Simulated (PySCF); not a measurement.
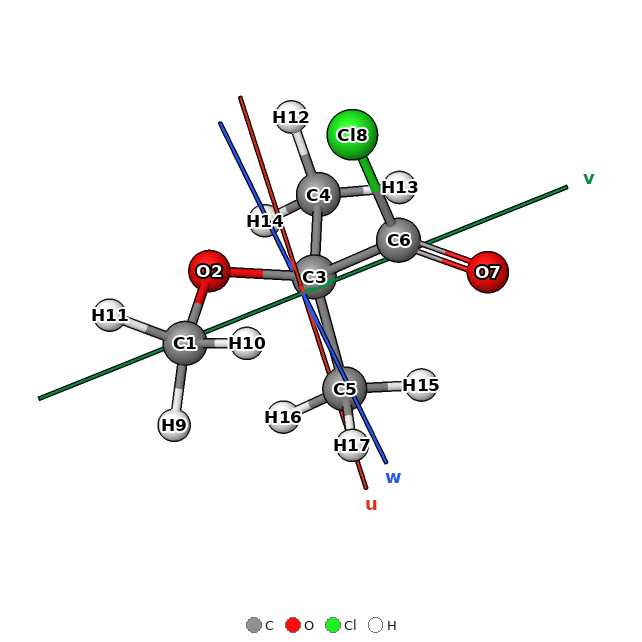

The lines u, v and w are the principal axes of the static dipole polarisability. Computed geometry: GFN2-xTB optimisation. No frequency run is at hand to confirm it as a minimum. Level of theory: ωB97X-D/def2-SVPD (PySCF 2.14.0).

Question. Along which axis is the molecule most polarisable, and along which least?

Answer. Most along u (nearly parallel to the C6–Cl8 bond), least along w.

Question. Give the three principal values.

Answer. u 88.9, v 78.6, w 74.4 bohr³; mean 80.6, anisotropy 12.9 bohr³.
